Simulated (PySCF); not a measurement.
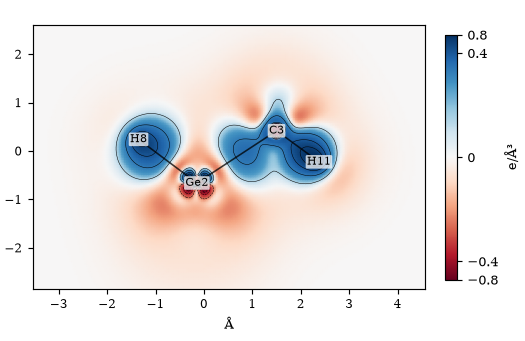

Figure. C2H8Ge, SMILES `C[GeH2]C`. Deformation density (molecule less spherical, spin-averaged free atoms) in the plane of Ge2, C3, H8 and H11; colour scale in e/Å³, logarithmic beyond ±0.1; blue: gain, red: loss.

Computed with PySCF, PBE/def2-TZVP, geometry: GFN2-xTB. No frequency check shows the geometry to be a minimum. GFN2-xTB bond lengths at metals and heavier atoms can be off by up to 0.1 Å and shapes distorted, which carries into these values.

Input

```python
import numpy as np
from pyscf import gto, scf, dft
from pyscf.scf import atom_ks, atom_hf
from scipy.linalg import block_diag

def solve(mol, dm0=None, hcore=None):
    mf = (dft.UKS if mol.spin else dft.RKS)(mol, xc='pbe')
    mf.grids.level = 3
    mf = mf.density_fit(auxbasis='def2-universal-jkfit')
    mf.conv_tol, mf.max_cycle = 1e-8, 80
    if hcore is not None:
        mf.get_hcore = lambda *args: hcore
    mf.kernel(dm0)
    if not mf.converged:
        mf = mf.newton().run(mf.mo_coeff, mf.mo_occ, max_cycle=30)
    assert mf.converged, 'SCF not converged'
    return mf

mol = gto.M(atom='''
C     -1.62336    -0.73664     0.00018
Ge     0.00000     0.37582     0.00000
C      1.62335    -0.73664    -0.00018
H     -2.52271    -0.12753    -0.00085
H     -1.64791    -1.37512    -0.87936
H     -1.64772    -1.37510     0.87973
H     -0.00004     1.28453    -1.20034
H      0.00004     1.28453     1.20035
H      2.52271    -0.12754     0.00085
H      1.64789    -1.37513     0.87937
H      1.64768    -1.37515    -0.87973
''', basis='def2-tzvp', charge=0, spin=0, verbose=4)
mf = solve(mol)
mf.analyze()
# spherically averaged free atoms, for the promolecule
atm = atom_ks.get_atm_nrks(mol, xc='pbe')
pro = block_diag(*[(atm[a[0]][2] * atm[a[0]][3]) @ atm[a[0]][2].T for a in mol._atom])
np.savez('result.npz', e=mf.e_tot, c=mf.mo_coeff, occ=mf.mo_occ, eps=mf.mo_energy, pro=pro, dip=mf.dip_moment(verbose=0), s2=mf.spin_square()[0])
```

Run with:

```sh
OMP_NUM_THREADS=1 python input.py
```

The run took 25 s on 1 thread of Arm Neoverse V1, on a shared host, peak memory 0.56 GiB.

Partitions, critical points and surface values were worked out afterwards from this run's density.

> Describe the bonding that the map shows.

C3–H11: +0.65 e/Å³ at the bond critical point (bond length 1.09 Å, Mayer order 1.0). Ge2–H8: +0.25 e/Å³ at the bond critical point (bond length 1.51 Å, Mayer order 0.9). Ge2–C3: +0.18 e/Å³ at the bond critical point (bond length 1.97 Å, Mayer order 1.0). In all, 2.1 electrons gather in the regions of gain relative to the promolecule.
